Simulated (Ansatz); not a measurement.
Run report: C$_{2}$H$_{5}$BO$_{2}$, single-point calculation

- system: C$_{2}$H$_{5}$BO$_{2}$, SMILES OC1(O)BC1
- method: RKS r2SCAN-D4/def2-TZVPP (Ansatz 0.2.0)

The geometry comes from this level: PBE0-D4/def2-TZVP. Figures and captions count atoms from 1; the log counts them from 0 in places.

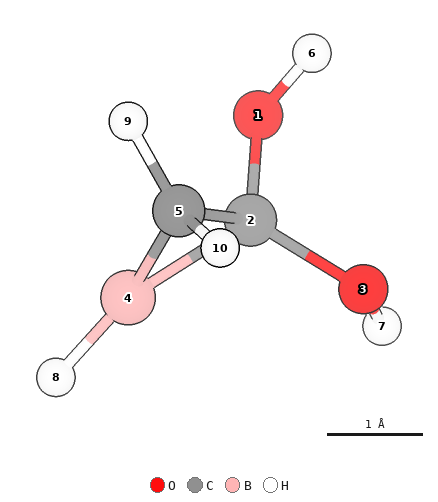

Figure 1. The structure as given in the input (ball-and-stick view, seen at a tilt; atoms are numbered from 1 in the order of the input).

### Input
```yaml
crystal:
  periodic: [false, false, false]
  atoms:
    - {symbol: O, position_ang: [-0.841282, -0.581748, -1.312217]}
    - {symbol: C, position_ang: [0.069755, -0.216214, -0.340977]}
    - {symbol: O, position_ang: [1.379457, -0.036377, -0.797033]}
    - {symbol: B, position_ang: [-0.054459, -0.632887, 1.134400]}
    - {symbol: C, position_ang: [-0.316076, 0.817525, 0.700891]}
    - {symbol: H, position_ang: [-0.957593, 0.169777, -1.907148]}
    - {symbol: H, position_ang: [1.704988, -0.895966, -1.085336]}
    - {symbol: H, position_ang: [0.099839, -1.418234, 2.007033]}
    - {symbol: H, position_ang: [-1.363434, 1.112035, 0.656424]}
    - {symbol: H, position_ang: [0.361806, 1.630989, 0.946963]}
basis:
  gaussian: {orbitals: def2-TZVPP}
hamiltonian: {xc: r2scan, dispersion: d4}
output: {forces: true, orbitals: {seedname: orbitals}}
```

Machine: 2 threads of Arm Neoverse V2, 23 GiB of memory available, shared host.

Command:
```bash
ansatz run in.yaml --threads 2 --pin off --events-out ev --progress --plain --max-ram 4352MiB
```

### The program's output
```
Functional definition: r2SCAN
  name "r2SCAN"
  cite "Furness, Kaplan, Ning, Perdew & Sun, J. Phys. Chem. Lett. 11, 8208 (2020) doi:10.1021/acs.jpclett.0c02405"
  cite "Furness, Kaplan, Ning, Perdew & Sun, J. Phys. Chem. Lett. 11, 9248 (2020) doi:10.1021/acs.jpclett.0c03077"
  parent r2scan
  parameter k0 = 0.174
  parameter k1 = 0.065
  parameter a1 = 4.9479
  exchange = r2scan_x(k0 = k0, k1 = k1, a1 = a1)
  correlation = r2scan_c
1126 factors; their error is unknown
mean field evaluation 1: about -6911.9019 eV, gradient 7.5e1 eV
mean field evaluation 2: about -6895.1189 eV, gradient 1.1e2 eV
mean field evaluation 4: about -6922.6836 eV, gradient 8.4e0 eV
mean field evaluation 8: about -6922.8263 eV, gradient 6.4e-2 eV
mean field evaluation 16: about -6922.8008 eV, gradient 1.4e-2 eV
mean field -6922.80080315 eV, -254.4082370728 hartree, gradient 4.2e-5 eV, S^2 0.000000; 0 other end points of the search recorded, 0 dependent functions left out
the calculation of the forces begins
reference -6922.80081568 eV, -254.4082375334 hartree; 19, 19 occupied and 206, 206 virtual orbitals, 1126 factors
Total energy: -6922.84092242 eV, -254.4097114289 hartree
Atom 0 at    -0.841282    -0.581748    -1.312217 Å, force    -0.212263    -0.149986    -0.210907 eV/Å
Atom 1 at     0.069755    -0.216214    -0.340977 Å, force    -0.153443    -0.090584     0.289095 eV/Å
Atom 2 at     1.379457    -0.036377    -0.797033 Å, force     0.346885     0.121591    -0.072308 eV/Å
Atom 3 at    -0.054459    -0.632887     1.134400 Å, force     0.013935    -0.073090    -0.000178 eV/Å
Atom 4 at    -0.316076     0.817525     0.700891 Å, force    -0.012316     0.136504     0.075265 eV/Å
Atom 5 at    -0.957593     0.169777    -1.907148 Å, force    -0.013750     0.064809    -0.048591 eV/Å
Atom 6 at     1.704988    -0.895966    -1.085336 Å, force     0.013214    -0.058188    -0.022906 eV/Å
Atom 7 at     0.099839    -1.418234     2.007033 Å, force     0.011294     0.034202    -0.013057 eV/Å
Atom 8 at    -1.363434     1.112035     0.656424 Å, force     0.021795     0.001011    -0.008305 eV/Å
Atom 9 at     0.361806     1.630989     0.946963 Å, force    -0.015351     0.013730     0.011891 eV/Å
Dipole moment:    -0.015034     0.060803    -0.037110 e Å
```

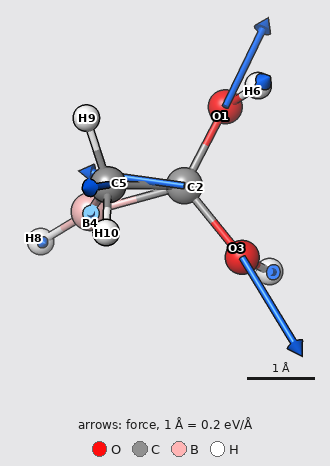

Figure 2. Forces on the atoms as blue arrows (ball-and-stick view, seen at a tilt; atoms are numbered from 1 in the order of the input); the smallest are left out. The largest act on O3 (0.37 eV/Å); C2 (0.34 eV/Å); O1 (0.33 eV/Å); C5 (0.16 eV/Å). The geometry is not a stationary point of this energy.

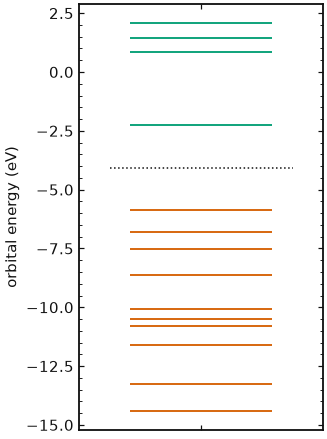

Figure 3. Orbital energies near the frontier; the dotted line parts filled from empty levels, and levels within 0.02 eV of each other stand side by side. Highest filled −5.88 eV, lowest empty −2.25 eV, 3.63 eV apart.

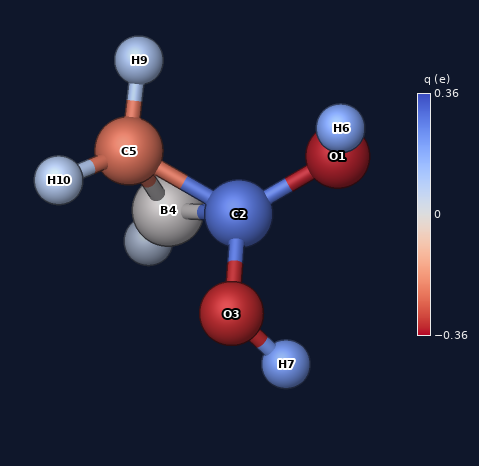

Figure 4. Mulliken charges, as the colour of each atom (ball-and-stick view, seen at a tilt; atoms are numbered from 1 in the order of the input). By element: O −0.34 to −0.33, C −0.23 to +0.28, B −0.01 and H +0.05 to +0.21 e.

### Key numbers

- outcome: converged
- total energy: −6922.8409 eV
- mean-field energy: −6922.8008 eV
- dispersion energy: −0.0401 eV
- SCF solution under orbital rotations: stable
- HOMO: −5.88 eV
- LUMO: −2.25 eV
- largest force (length of the vector): 0.375 eV/Å
- dipole moment: 0.35 D
- wall time: 6.5 s (CPU time 12 s)
- peak memory: 0.26 GiB
